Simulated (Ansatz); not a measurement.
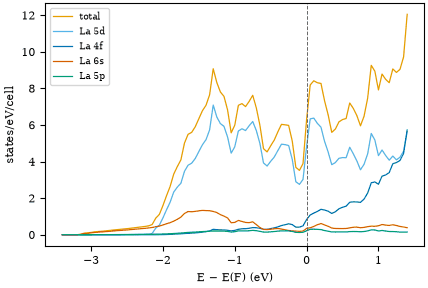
*Total and projected density of states of La (dhcp (α-La type), P6_3/mmc), DFT-PBEsol in the program Ansatz with PAW potentials*

Which orbitals carry the states next to the Fermi level?

Within 0.5 eV of the Fermi level: La 5d 75 %, La 4f 14 %, La 6s 6 %. Projections are on Löwdin-orthogonalised atomic valence shells; empty p or d shells of many metals are not among them.

Where is the tallest occupied peak in this window, and what makes it?

Near -1.3 eV, about 9.1 states/eV per cell; the largest projected share is La 5d.

The PBEsol relaxation kept the symmetry of its start. Scalar-relativistic: spin–orbit coupling is off unless named, which matters more the heavier the elements.

Potentials: the later of the program's two PAW sets.
